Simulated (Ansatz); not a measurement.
System: AsSb$_{2}$ (charge +1, triplet).

Input file:

```
crystal:
  periodic: [false, false, false]
  atoms:
    - {symbol: As, position_ang: [0.255808, -0.905498, 0.872444]}
    - {symbol: Sb, position_ang: [-1.418579, 0.888030, 0.393990]}
    - {symbol: Sb, position_ang: [1.162771, 0.017468, -1.266425]}
basis:
  gaussian: {orbitals: def2-TZVP, initial_orbitals: start.molden}
total_charge: 1
magnetization: {spin_polarized: true, initial_magnetization: 2}
hamiltonian: {xc: pbe0, dispersion: d4}
scf: {omitted_lower_state_checks: [starts]}
output: {orbitals: {seedname: orbitals}}
```

Command:

```sh
ansatz run in.yaml --threads 4 --pin off --events-out ev --progress --plain --max-ram 3916MiB
```

Geometry: PBE-D4/def2-TZVP; ⟨S²⟩ = 2.16, above the pure value of 2.00; core potentials replace the inner electrons of Sb.

The calculation used UKS PBE0-D4/def2-TZVP in Ansatz 0.2.0.

Predict the electron density, electron localisation function and spin density between the atoms.

Answer. Sb–As (2.50 Å): ρ at the midpoint is about 0.55 e/Å³; the ELF peaks at about 0.70 in the valence shell of As, 1.1 Å from its nucleus, and drops to about 0.20 between the two atoms.
The unpaired spin (2 electrons) lies mostly on Sb2 (about 1.1) and Sb3 (about 1.1), in electrons by Hirshfeld's partition, with opposite, polarisation-induced spin on As1.

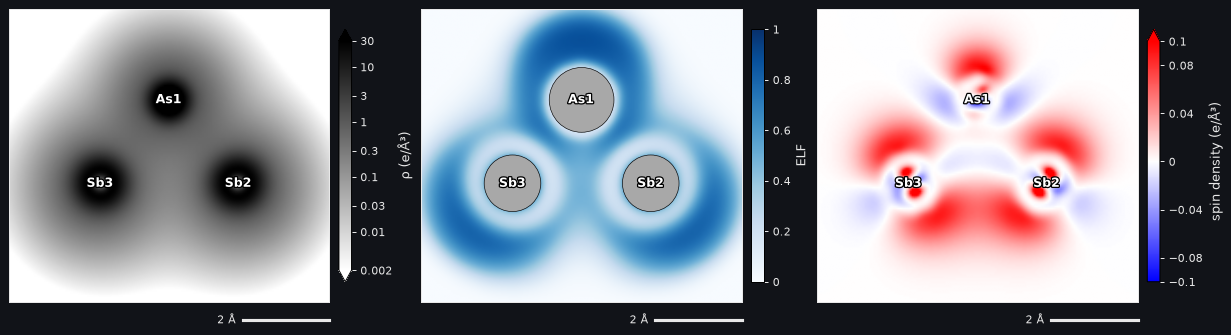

Computed electron density, electron localisation function and spin density on the molecular plane, in this order. Grey discs cover the atomic cores in the ELF map. 
